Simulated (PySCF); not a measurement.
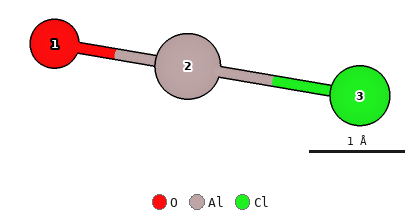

Figure 1. The input geometry (ball-and-stick view, seen at a tilt; atoms are numbered from 1 in the order of the input). Sticks mark near contacts. Bond lengths as drawn: Al–Cl 2.06 Å and Al–O 1.59 Å.

Run report: AlClO (charge +1), single-point calculation

System: AlClO, charge +1, multiplicity 2.
Method: CCSD(T)/def2-TZVPP, UHF (PySCF 2.14.0).

The geometry was optimised with PBE0-D4/def2-TZVP.

**The program's output**
```
[file] SyntaxWarning: invalid escape sequence '\W'
  S = {(paw_set(r)[0], bool(re.search(r"spin_orbit\W+true|paw_fr", str((r.get("files") or {}).get("input") or "")) or re.search("(?i)spin.orbit\W+(value\W+)?(true|yes)|value\W+spin-orbit", json.dumps(r.get("inputs"), default=str)))) for r in records}

WARN: HOMO -0.474301812399959 >= LUMO -0.474301812399959

converged SCF energy = -776.078967818762  <S^2> = 0.7564549  2S+1 = 2.0064445
E(UCCSD) = -776.5210227485836  E_corr = -0.4420549298217433
UCCSD(T) correction = -0.0166233433929124
E(CCSD(T)) = -776.537646092
```

The run was set up as follows.

**Input (run.py)**
```python
from pyscf import gto, scf, cc

mol = gto.Mole()
mol.atom = 'O 0.109269 1.726685 0.250495; Al 0.009626 0.154022 0.022221; Cl -0.119242 -1.879103 -0.272941'
mol.charge = 1
mol.verbose = 3
mol.basis = 'def2-tzvpp'
mol.spin = 1
mol.max_memory = 1860
mol.build()

myscf = scf.UHF(mol)
myscf.conv_tol = 1e-10
myscf.kernel()
if not myscf.converged:
    myscf = myscf.newton().run(myscf.mo_coeff, myscf.mo_occ)

mycc = cc.CCSD(myscf, frozen=11)
mycc.kernel()
e_t = mycc.ccsd_t()
e_final = mycc.e_tot + e_t
print('E(%s) = %.9f' % ('CCSD(T)', e_final))
```

Launched with:
```bash
OMP_NUM_THREADS=1 python run.py
```

**Summary**

| quantity | value |
| --- | --- |
| outcome | converged |
| total energy | −776.537646 hartree |
| SCF energy | −776.078968 hartree |
| correlation energy | −0.458678 hartree |
| (T) correction | −0.016623 hartree |
| basis functions | 115 |
| T1 diagnostic | 0.014 |
| ⟨S²⟩ | 0.756 |
| hardware | 1 thread of Arm Neoverse N1, 24 GiB of memory available, shared host |
| wall time | 5.6 min |
| peak memory | 5.3 GiB |

Further notes kept with the run: dipole of an ion depends on the origin.
